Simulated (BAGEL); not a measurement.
# doublet Si2H4ClF+ at 4 levels

Wanted: a comparison of 4 runs (UHF/STO-3G, ROHF/6-31G*, ROHF/cc-pVDZ, UHF/cc-pVDZ) of doublet Si2H4ClF+. 

Program for the calculation: BAGEL 1.2.2.

1 further run of the same task is left out (set aside as unsound or not needed).

## Step 1: Starting point

Si2H4ClF+ has 8 atoms, charge +1, and is taken as a doublet. As SMILES of the parent species, `F[SiH2][SiH2]Cl`. The shape is that of a PBE0-D4/def2-TZVP optimisation. This is one conformer, not always the lowest. That shape belongs to the parent species and isn't relaxed for this state.

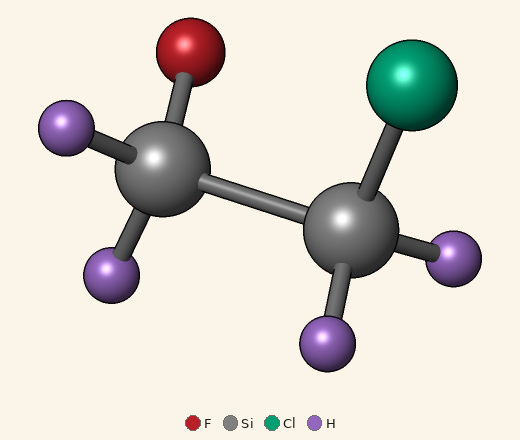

Viewed from a chosen angle; fluorine red, silicon grey, chlorine teal, hydrogen purple.

## Step 2: A single-point energy at UHF/STO-3G (density fitting with qzvpp-jkfit) (run 1)

job.json reads:

```json
{ "bagel" : [

{
  "title" : "molecule",
  "basis" : "sto-3g",
  "df_basis" : "qzvpp-jkfit",
  "angstrom" : "true",
  "geometry" : [
    { "atom" : "F", "xyz" : [   -1.769500,    1.438200,    0.046900 ] },
    { "atom" : "Si", "xyz" : [   -0.188800,    1.181000,    0.127500 ] },
    { "atom" : "Si", "xyz" : [    0.236500,   -1.123800,    0.039500 ] },
    { "atom" : "Cl", "xyz" : [   -0.336000,   -1.852100,   -1.800600 ] },
    { "atom" : "H", "xyz" : [    0.454900,    1.880200,   -1.013000 ] },
    { "atom" : "H", "xyz" : [    0.306000,    1.751900,    1.408000 ] },
    { "atom" : "H", "xyz" : [    1.691600,   -1.373700,    0.207100 ] },
    { "atom" : "H", "xyz" : [   -0.509700,   -1.867300,    1.084900 ] }
  ]
},
{
  "title" : "uhf",
  "charge" : 1,
  "nopen" : 1
},
{
  "title" : "print",
  "file" : "orbitals.molden",
  "orbitals" : "true"
}

]}
```

On the command line:

```bash
$ BAGEL_NUM_THREADS=1 BAGEL job.json > job.out
```

Output:

```text
* using 1 threads per process

  ===============================================================
  ===============================================================

  *** Geometry ***

  { "atom" : "F", "xyz" : [     -3.343870,      2.717804,      0.088628 ] },
  { "atom" : "Si", "xyz" : [     -0.356780,      2.231767,      0.240940 ] },
  { "atom" : "Si", "xyz" : [      0.446920,     -2.123674,      0.074644 ] },
  { "atom" : "Cl", "xyz" : [     -0.634948,     -3.499962,     -3.402641 ] },
  { "atom" : "H", "xyz" : [      0.859636,      3.553063,     -1.914293 ] },
  { "atom" : "H", "xyz" : [      0.578256,      3.310611,      2.660734 ] },
  { "atom" : "H", "xyz" : [      3.196661,     -2.595917,      0.391362 ] },
  { "atom" : "H", "xyz" : [     -0.963193,     -3.528686,      2.050164 ] },

  Number of auxiliary basis functions:      533

  Since a DF basis is specified, we compute 2- and 3-index integrals:
    o Being stored without compression. Storage requirement is 0.006 GB

  Number of basis functions:       36
  Number of electrons      :       58

    * METHOD: MOLECULE                             0.19

  *** Open-shell HF ***

  === Nuclear Repulsion ===
   269.2728270419

      * DIIS with orbital gradients will be used.

  === UHF iteration (sto-3g) ===
      0      -1125.75564624          0.03168620           0.06
      1      -1125.90560384          0.01269068           0.06
      2      -1125.92342751          0.00439537           0.06
      3      -1125.92640955          0.00095869           0.06
      4      -1125.92720255          0.00075085           0.06
      5      -1125.92799447          0.00056592           0.06
      6      -1125.92852571          0.00050159           0.07
      7      -1125.92883379          0.00047861           0.06
      8      -1125.92973230          0.00057066           0.06
      9      -1125.92777831          0.00080324           0.06
[... 65 lines of this table left out ...]
     75      -1125.93612240          0.00000004           0.07
     76      -1125.93612240          0.00000002           0.06
     77      -1125.93612240          0.00000001           0.06
     78      -1125.93612240          0.00000001           0.06
    * SCF iteration converged.

    * S^2 (UHF) is 0.7650

    * Permanent dipole moment:
           (    0.127994,    -2.312840,    -1.823025) a.u.

    * METHOD: UHF                                  5.14

    * METHOD: PRINT                                0.00

  ===============================================================
```

Wall time 5.7 s (1 thread of Arm Neoverse V2, shared host); peak memory 0.083 GiB.

## Step 3: A single-point energy at ROHF/6-31G(d) (density fitting with qzvpp-jkfit, spherical functions) (run 2)

hf.json reads:

```json
{ "bagel": [

{
  "title": "molecule",
  "basis": "6-31gs.json",
  "df_basis": "qzvpp-jkfit",
  "angstrom": "true",
  "geometry": [
    { "atom": "F", "xyz": [      -1.769500,       1.438200,       0.046900 ] },
    { "atom": "Si", "xyz": [      -0.188800,       1.181000,       0.127500 ] },
    { "atom": "Si", "xyz": [       0.236500,      -1.123800,       0.039500 ] },
    { "atom": "Cl", "xyz": [      -0.336000,      -1.852100,      -1.800600 ] },
    { "atom": "H", "xyz": [       0.454900,       1.880200,      -1.013000 ] },
    { "atom": "H", "xyz": [       0.306000,       1.751900,       1.408000 ] },
    { "atom": "H", "xyz": [       1.691600,      -1.373700,       0.207100 ] },
    { "atom": "H", "xyz": [      -0.509700,      -1.867300,       1.084900 ] }
  ]
},

{ "title": "rohf", "charge": 1, "nopen": 1 },

{ "title": "print", "file": "orbitals.molden", "orbitals": "true" }

]}
```

The basis set 6-31G* is read from a file made from the Basis Set Exchange's data (not shown).

On the command line:

```bash
$ BAGEL_NUM_THREADS=1 BAGEL hf.json > hf.out
```

Output:

```text
* using 1 threads per process

  ===============================================================
  ===============================================================

  *** Geometry ***

  { "atom" : "F", "xyz" : [     -3.343870,      2.717804,      0.088628 ] },
  { "atom" : "Si", "xyz" : [     -0.356780,      2.231767,      0.240940 ] },
  { "atom" : "Si", "xyz" : [      0.446920,     -2.123674,      0.074644 ] },
  { "atom" : "Cl", "xyz" : [     -0.634948,     -3.499962,     -3.402641 ] },
  { "atom" : "H", "xyz" : [      0.859636,      3.553063,     -1.914293 ] },
  { "atom" : "H", "xyz" : [      0.578256,      3.310611,      2.660734 ] },
  { "atom" : "H", "xyz" : [      3.196661,     -2.595917,      0.391362 ] },
  { "atom" : "H", "xyz" : [     -0.963193,     -3.528686,      2.050164 ] },

  Number of auxiliary basis functions:      533

  Since a DF basis is specified, we compute 2- and 3-index integrals:
    o Being stored without compression. Storage requirement is 0.025 GB

  Number of basis functions:       76
  Number of electrons      :       58

    * METHOD: MOLECULE                             0.25

  *** Open-shell HF ***

  === Nuclear Repulsion ===
   269.2728270419

      * DIIS with orbital gradients will be used.

  === ROHF iteration (6-31gs.json) ===
      0      -1138.56386673          0.03811100           0.15
      1      -1138.71163251          0.02621544           0.15
      2      -1138.76164566          0.01680216           0.15
      3      -1138.79486660          0.00124781           0.16
      4      -1138.79541485          0.00062845           0.15
      5      -1138.79567482          0.00032894           0.14
      6      -1138.79580214          0.00014373           0.14
      7      -1138.79587266          0.00007166           0.15
      8      -1138.79590443          0.00003442           0.15
      9      -1138.79591403          0.00001377           0.15
     10      -1138.79592133          0.00000663           0.15
     11      -1138.79592325          0.00000346           0.15
     12      -1138.79592367          0.00000165           0.16
     13      -1138.79592356          0.00000089           0.15
     14      -1138.79592362          0.00000044           0.15
     15      -1138.79592368          0.00000020           0.15
     16      -1138.79592372          0.00000012           0.15
     17      -1138.79592372          0.00000005           0.15
     18      -1138.79592374          0.00000002           0.15
     19      -1138.79592375          0.00000001           0.14
     20      -1138.79592375          0.00000001           0.16
    * SCF iteration converged.

    * S^2 (ROHF) is 0.7500

    * Permanent dipole moment:
           (   -1.396048,    -0.408803,    -1.251782) a.u.

    * METHOD: ROHF                                 3.30

    * METHOD: PRINT                                0.01

  ===============================================================
```

Wall time 3.9 s (1 thread of Arm Neoverse V2, shared host); peak memory 0.12 GiB.

Run 3 isn't shown in full; the table further down has it.

## Step 4: The energy at UHF/cc-pVDZ (density fitting with qzvpp-jkfit) (run 4)

calc.json reads:

```json
{ "bagel" : [

{
  "title" : "molecule",
  "basis" : "cc-pvdz.json",
  "df_basis" : "qzvpp-jkfit",
  "angstrom" : true,
  "geometry" : [
    { "atom" : "F", "xyz" : [      -1.769500,       1.438200,       0.046900 ] },
    { "atom" : "Si", "xyz" : [      -0.188800,       1.181000,       0.127500 ] },
    { "atom" : "Si", "xyz" : [       0.236500,      -1.123800,       0.039500 ] },
    { "atom" : "Cl", "xyz" : [      -0.336000,      -1.852100,      -1.800600 ] },
    { "atom" : "H", "xyz" : [       0.454900,       1.880200,      -1.013000 ] },
    { "atom" : "H", "xyz" : [       0.306000,       1.751900,       1.408000 ] },
    { "atom" : "H", "xyz" : [       1.691600,      -1.373700,       0.207100 ] },
    { "atom" : "H", "xyz" : [      -0.509700,      -1.867300,       1.084900 ] }
  ]
},

{ "title" : "uhf", "charge" : 1, "nopen" : 1 },

{ "title" : "print", "file" : "orbitals.molden", "orbitals" : true }

]}
```

The basis set cc-pVDZ is read from a file made from the Basis Set Exchange's data (not shown).

On the command line:

```bash
$ BAGEL_NUM_THREADS=1 BAGEL calc.json > calc.out
```

Output:

```text
* using 1 threads per process

  ===============================================================
  ===============================================================

  *** Geometry ***

  { "atom" : "F", "xyz" : [     -3.343870,      2.717804,      0.088628 ] },
  { "atom" : "Si", "xyz" : [     -0.356780,      2.231767,      0.240940 ] },
  { "atom" : "Si", "xyz" : [      0.446920,     -2.123674,      0.074644 ] },
  { "atom" : "Cl", "xyz" : [     -0.634948,     -3.499962,     -3.402641 ] },
  { "atom" : "H", "xyz" : [      0.859636,      3.553063,     -1.914293 ] },
  { "atom" : "H", "xyz" : [      0.578256,      3.310611,      2.660734 ] },
  { "atom" : "H", "xyz" : [      3.196661,     -2.595917,      0.391362 ] },
  { "atom" : "H", "xyz" : [     -0.963193,     -3.528686,      2.050164 ] },

  Number of auxiliary basis functions:      533

  Since a DF basis is specified, we compute 2- and 3-index integrals:
    o Being stored without compression. Storage requirement is 0.033 GB

  Number of basis functions:       88
  Number of electrons      :       58

    * METHOD: MOLECULE                             0.25

  *** Open-shell HF ***

  === Nuclear Repulsion ===
   269.2728270419

      * DIIS with orbital gradients will be used.

  === UHF iteration (cc-pvdz.json) ===
      0      -1138.68496570          0.02307221           0.18
      1      -1138.79239157          0.01646201           0.17
      2      -1138.82919437          0.01015393           0.18
      3      -1138.85561647          0.00103399           0.17
      4      -1138.85629866          0.00036949           0.17
      5      -1138.85641333          0.00020725           0.18
      6      -1138.85647939          0.00009154           0.18
      7      -1138.85650094          0.00004748           0.17
      8      -1138.85650945          0.00002609           0.18
      9      -1138.85651245          0.00001417           0.18
[... 14 lines of this table left out ...]
     24      -1138.85651354          0.00000003           0.18
     25      -1138.85651354          0.00000002           0.18
     26      -1138.85651354          0.00000001           0.18
     27      -1138.85651354          0.00000001           0.18
    * SCF iteration converged.

    * S^2 (UHF) is 0.7661

    * Permanent dipole moment:
           (   -1.407106,    -0.274144,    -1.108094) a.u.

    * METHOD: UHF                                  5.15

    * METHOD: PRINT                                0.01

  ===============================================================
```

It took 5.7 s on 1 thread of Arm Neoverse V2, shared host; peak memory 0.14 GiB.

## Step 5: All runs side by side

| run | level | energy (Eh) | ⟨S²⟩ | wall time |
| --- | --- | --- | --- | --- |
| 1 | UHF/STO-3G (density fitting with qzvpp-jkfit) | -1125.936122 | 0.765 | 5.7 s |
| 2 | ROHF/6-31G* (density fitting with qzvpp-jkfit, spherical functions) | -1138.795924 | 0.750 | 3.9 s |
| 3 | ROHF/cc-pVDZ (density fitting with qzvpp-jkfit) | -1138.853148 | 0.750 | 4.5 s |
| 4 | UHF/cc-pVDZ (density fitting with qzvpp-jkfit) | -1138.856514 | 0.766 | 5.7 s |

## Step 6: Results

| quantity | value |
| --- | --- |
| run 4: total energy | -1138.85651 Eh |
| run 4: ⟨S²⟩ | 0.766 |

In words: In run 1 the basis is minimal, so the values are rough. All runs together took 20 s, the longest 5.7 s.
